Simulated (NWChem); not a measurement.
# BF2 (SMILES F[B]F) at ROB97-2/jorge-TZP-DKH (sfX2C)

What is the solvation energy at fixed shape (SMD, nitromethane) of BF2 at ROB97-2/jorge-TZP-DKH (sfX2C)? 

The results are computed with NWChem 7.3.0.

### 1 Starting point

BF2 has 3 atoms, charge 0, and is taken as a doublet. SMILES: `F[B]F`. The shape is that of a PBE0-D4/def2-TZVP optimisation.

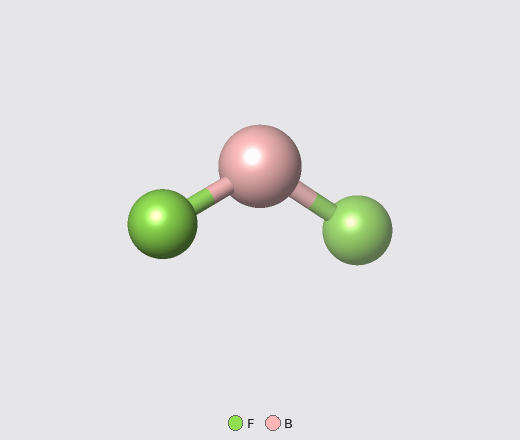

Viewed from a chosen angle; fluorine green, boron pink.

### 2 The energy at ROB97-2/jorge-TZP-DKH (sfX2C)

The input, sp.xyz:

```xyz
3
BF2 B97-2
F      0.513100    -1.044300     0.160000
B      0.279000     0.240500     0.181300
F     -0.802900     0.738900    -0.354600
```

The input, sp.nw:

```
start sp
title "BF2 B97-2"
memory total 2200 mb
charge 0
geometry units angstroms noautosym nocenter noautoz
  load format xyz sp.xyz
end
basis "ao basis" spherical bse
  * library jorge-TZP-DKH
end
relativistic
  x2c on
end
dft
  xc becke97-2
  mult 2
  rodft
  cgmin
  grid fine
  iterations 150
  print low
end
task dft
```

Run with:

```console
$ nwchem sp.nw > sp.out
```

The log of the run, cut to the lines that bear on the results:

```text
[...]
         Total DFT energy =     -224.577333868667
      One electron energy =     -421.347318547119
           Coulomb energy =      161.377607895920
    Exchange-Corr. energy =      -19.909911520972
 Nuclear repulsion energy =       55.302288303505
[...]
```

Wall time 35 s (1 thread of AMD EPYC 7R43 (Zen 3), shared host); peak memory 0.11 GiB.

### 3 A single-point energy at ROB97-2/jorge-TZP-DKH (sfX2C, SMD nitromethane)

The input, job.nw:

```
start job
memory total 2200 mb
geometry units angstroms noautosym nocenter
  zmatrix
    F
    B 1 1.306127
    F 2 1.306177 1 121.13842
  end
end
basis spherical bse
  * library jorge-TZP-DKH
end
relativistic
  x2c on
end
cosmo
  do_cosmo_smd true
  solvent ch3no2
end
dft
  xc becke97-2
  mult 2
  rodft
  cgmin
  grid fine
  maxiter 150
  print medium
end
task dft energy
```

Run with:

```console
$ nwchem job.nw > job.out
```

The log of the run:

```text
[...]
          Wavefunction type:  restricted open shell.
          No. of atoms     :     3
          No. of electrons :    23
[...]
          Charge           :     0
          Spin multiplicity:     2
[...]
          AO basis - number of functions:    93
[...]
              XC Information
              --------------
                   Becke 97-2 Method XC Functional
                     Hartree-Fock (Exact) Exchange  0.210
                 Becke 1997-2  Exchange Functional  1.000
                Becke 1997-2 Correlation Potential  1.000
[...]
         Total DFT energy =     -224.577494762559
      One electron energy =     -421.265771784187
           Coulomb energy =      161.374943638879
    Exchange-Corr. energy =      -19.912047830608
 Nuclear repulsion energy =       55.302291885377
             COSMO energy =       -0.076910672019
[...]
```

Wall time 44 s (1 thread of AMD EPYC 7R43 (Zen 3), shared host); peak memory 0.11 GiB.

### 4 Results

Level: ROB97-2/jorge-TZP-DKH (sfX2C).

| quantity | value |
| --- | --- |
| gas phase: total energy | -224.57733 Eh |
| SMD, nitromethane: total energy | -224.57749 Eh |
| SMD, nitromethane: solvent term in the energy | -0.4 kJ/mol |
| energy change from gas to solvent at fixed shape | -0.004 eV |

What this shows: The solvent model (SMD, nitromethane) lowers the energy by 0.00 eV (−0.4 kJ/mol) at the same shape.
